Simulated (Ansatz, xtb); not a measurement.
**Ligand exchange: CBr2Cl2 + H2 → CHBrCl2 + HBr**

Species: CBr2Cl2 (dibromodichloromethane) `ClC(Cl)(Br)Br`, singlet; H2 (hydrogen), singlet; CHBrCl2 (bromodichloromethane) `ClC(Cl)Br`, singlet; HBr (hydrogen bromide), singlet. The partners trade Br for H: C–Br and H–H bonds give way to C–H and H–Br.

Shapes, held fixed at every level: PBE0-D4/def2-TZVP. Programs: Ansatz 0.2.0, xtb 6.7.1. The zero-point and thermal change to 298 K, harmonic and unscaled (PBE0-D4/def2-TZVP), is +14.5 kJ/mol.

| level | kind | ΔH(298 K) (kJ/mol) | less CCSD(T)/def2-TZVPP |
| --- | --- | --- | --- |
| GFN1-xTB | semi-empirical | -103.4 | -0.8 |
| r2SCAN-D4/def2-TZVPP | meta-GGA | -97.9 | +4.7 |
| B3LYP-D4/def2-TZVPP | global hybrid | -99.4 | +3.2 |
| wB97M-V/def2-TZVPP | range-separated hybrid | -101.1 | +1.5 |
| wB97X-V/def2-TZVPP | range-separated hybrid | -103.6 | -1.0 |
| B2PLYP/def2-TZVPP | double hybrid | -105.4 | -2.8 |
| MP2/def2-SVP | perturbation theory | -100.2 | +2.4 |
| CCSD/def2-SVP | coupled cluster or CI | -120.2 | -17.6 |
| CCSD(T)/def2-TZVPP | coupled cluster or CI | -102.6 | 0.0 |

The highest level, CCSD(T)/def2-TZVPP, gives ΔH(298 K) = -102.6 kJ/mol; the levels span -120.2 to -97.9. The column of differences is taken from that level and isn't an error. No measured value is set beside it here. Relativity is left out for Br. Outer-core shells of Br are correlated, in sets that cover them unevenly.

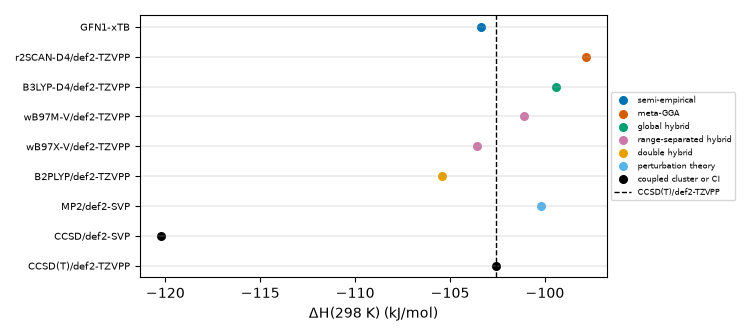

The values of the table, level by level.
